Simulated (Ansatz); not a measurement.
Computed scan of one atom of the cell: InP (zinc blende)

InP (zinc blende)

```
CELL_PARAMETERS angstrom
      0.00000     2.95351     2.95351
      2.95351     0.00000     2.95351
      2.95351     2.95351     0.00000
ATOMIC_POSITIONS crystal
  P  0.75000 0.75000 0.75000
  In 0.00000 0.00000 0.00000
```

In each cell atom 1 (P, nearest neighbour In at 2.558 Å; its periodic images, 4.2 Å or more away, move with it) moves by s·(0.707, 0.707, 0.000) (along Cartesian [110]), the rest being held.

The numbers are results of r2SCAN (plane waves to 500 eV, PAW, scalar-relativistic; Ansatz, a program for electronic structure), not measurements. k mesh 8×8×8 (Γ-centred), Fermi-Dirac smearing 0.05 eV. Energies are smeared free energies. InP was relaxed with its symmetry unable to fall. The zero of ΔE is the undisplaced structure.

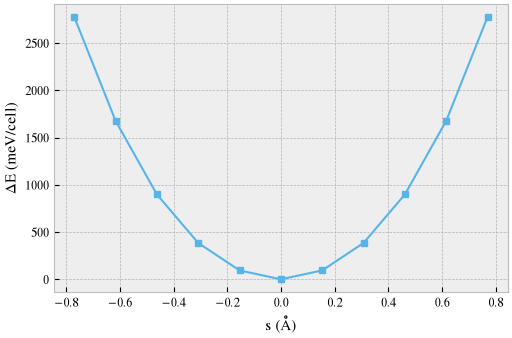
*ΔE (meV/cell) against s (Å); markers are the computed points, lines only join them.*

The force along the line at s = -0.770 Å comes out as 8.31 eV/Å. The force constant k = d²E/ds² at s = 0 (finite differences) is 7.86 eV/Å². Harmonic estimate at the end of the scan: ½ks² = 2330 meV/cell against the computed 2777 meV/cell, so the well is stiffer than harmonic there. Symmetry of the curve: even: the same for both signs. Shape of the curve: a single well with its minimum at or next to zero displacement.

The forces along the line at the two nearest points give (1.229 − (-1.229)) / (2·0.154) = 7.98 eV/Å²; the next pair corrects for the finite step.

(A displaced cell: forces are minus the slopes of the energy, force constants its curvatures, and phonons follow from these.)
